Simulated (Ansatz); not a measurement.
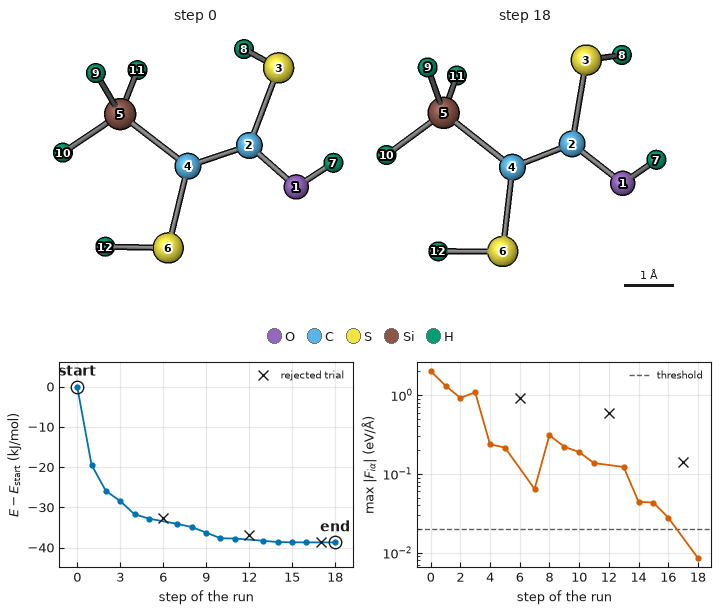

First and last geometry of a relaxation of C$_{2}$H$_{6}$OS$_{2}$Si, with the history of the run. Style: ball-and-stick. Shown from a free direction.

The run prepares an end point of a later path (hydrogen shift) calculation, from a guessed geometry.

All numbers below come from RKS PBE0-D4/def2-SVP in Ansatz 0.2.0. Settings: no spin polarisation; force threshold 0.02 eV/Å; at most 50 steps.

What do the curves and the structures tell?

It converged. The largest move after the best rigid fit is that of H8, 1.03 Å. By element the largest moves are H 1.03 Å, S 0.49 Å, O 0.26 Å, C 0.16 Å, Si 0.12 Å. Near-neighbour distances that change, for instance: S3–Si5 3.495 → 3.252 Å, C4–Si5 1.830 → 1.878 Å, S3–H8 1.403 → 1.357 Å, C2–S3 1.730 → 1.773 Å. Among the angles between lasting bonds that change: O1–C2–S3 111.0° → 117.5°, Si5–C4–S6 115.2° → 121.5°, S3–C2–C4 127.0° → 121.0°. Groups turn about C2–S3 by about 75°. The energy falls by 38.7 kJ/mol in 15 accepted moves (18 points after the start). Largest force component: 2 eV/Å at the start, 0.0086 eV/Å at the end. The line search rejected the trial steps at points 6, 12, 17 of the run. Cost: 90 s on 2 threads of Arm Neoverse V1 (shared host), peak memory 0.33 GiB.
